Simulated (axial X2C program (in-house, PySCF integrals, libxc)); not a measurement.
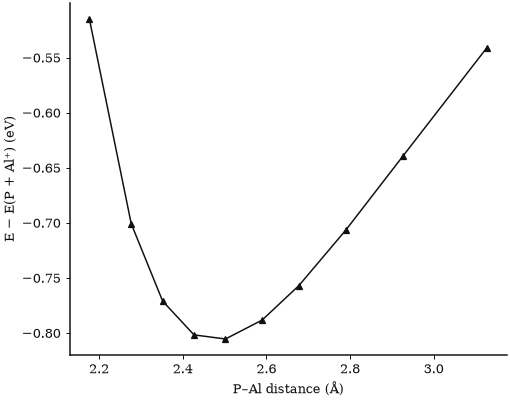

Figure 1. Energy at 10 bond lengths, for one set of occupations held fixed; the line joins the points. A polynomial of degree 6 through 9 points gives rₑ = 2.477 Å, ωₑ = 258.7 cm⁻¹, ωₑxₑ = 4.1 cm⁻¹ and Bₑ = 0.1905 cm⁻¹. The minimum lies 0.81 eV below P + Al⁺, each computed as one determinant at the same level.

PAl⁺: relativistic diatomic calculation

PAl⁺, single determinant with Ω = 3/2. Computed at this level: PBE0, two-component X2C with atomic mean-field Coulomb and Gaunt terms, P dyall-v3z, Al dyall-v3z (cores contracted) (axial X2C program (in-house, PySCF integrals, libxc)).

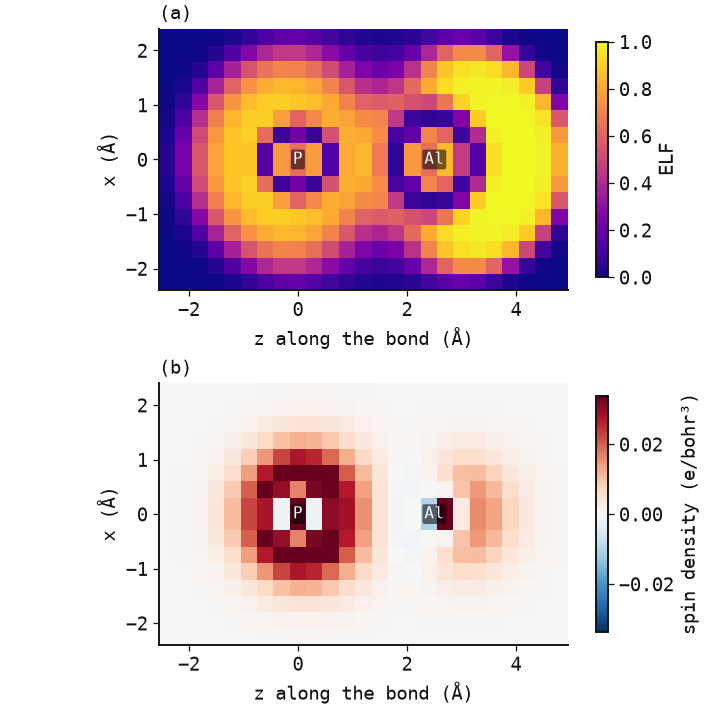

Figure 2. (a) electron localisation function; (b) spin density, in a plane that holds the axis, at 2.50 Å, on points 0.3 Å apart (one half computed, the other mirrored); the structure near the nuclei is finer than these points.

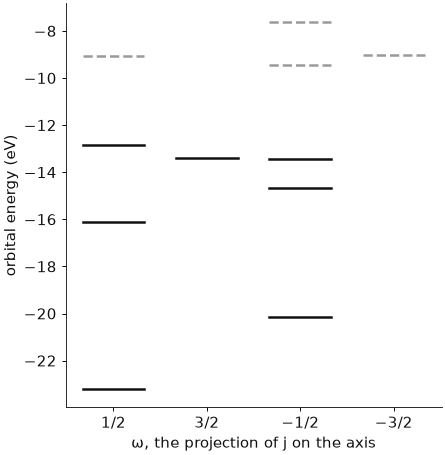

Figure 3. Orbital energies near the frontier at 2.50 Å, filled (solid) and empty (dashed). The highest filled spinor (1/2; 38 % P p, 30 % Al p) lies at −12.83 eV, the lowest empty one (−1/2; 44 % P p, 33 % Al p) at −9.46 eV.

Input and output of the run follow.

## Input file
```
{"zs": [15, 13], "q": 1, "bas": ["dyall-v3z", "dyall-v3z"], "levels": ["PBE0", "HF", "BHandHLYP"], "cc": true, "r0": 2.15, "thr": -2.0, "nmax": 90, "npts": 10, "nst": 2, "ntry": 6}
```

The line is the task of a batch: nuclear charges, charge, bases, the levels to run, a first guess of the distance and further settings. This report covers PBE0 with spin-orbit coupling. The log is that of the reference distance 2.502 Å, started from orbitals converged before.

The run was one of a batch that the task file lists, launched with:
```bash
python <driver script> task.json out
```

## Output
```
two-component X2C + atomic mean field  PBE0
basis functions 95  fitting functions 600  grid points 4362
iter        total energy     max residual
   1       -584.397038868     1.12e-05
   2       -584.397038890     5.57e-06
   3       -584.397038895     3.40e-06
   4       -584.397038897     1.78e-06
   5       -584.397038898     1.52e-07
converged
one-electron -885.63129911  Coulomb 301.53313868  exact exchange -10.15824076  xc functional -31.30775127  nuclear repulsion 41.24282819  atomic mean-field constant -0.07571462
```

## The points of the curve

```csv
R (Å),E (hartree),"dipole (D; origin at the first atom, positive when the second is positive)",highest filled (eV),lowest empty (eV)
2.177,−584.386361,7.55,−12.84,−9.76
2.277,−584.393195,7.90,−12.85,−9.52
2.352,−584.395776,8.16,−12.85,−9.50
2.427,−584.396902,8.42,−12.84,−9.49
2.502,−584.397039,8.68,−12.83,−9.46
2.590,−584.396409,9.02,−12.82,−9.40
2.677,−584.395265,9.37,−12.81,−9.33
2.790,−584.393406,9.88,−12.77,−9.22
2.927,−584.390919,10.56,−12.72,−9.06
3.127,−584.387313,11.66,−12.50,−8.81
```

## Results in brief

- outcome: converged
- bond length rₑ: 2.477 Å
- ωₑ: 258.7 cm⁻¹
- energy at the minimum: −584.39708 hartree
- depth below the fragments: 0.81 eV
- hardware: 1 thread of Intel Xeon (Sapphire Rapids), 32 GiB of memory available, shared host
- wall time: 3.2 s
- peak memory: 0.42 GiB
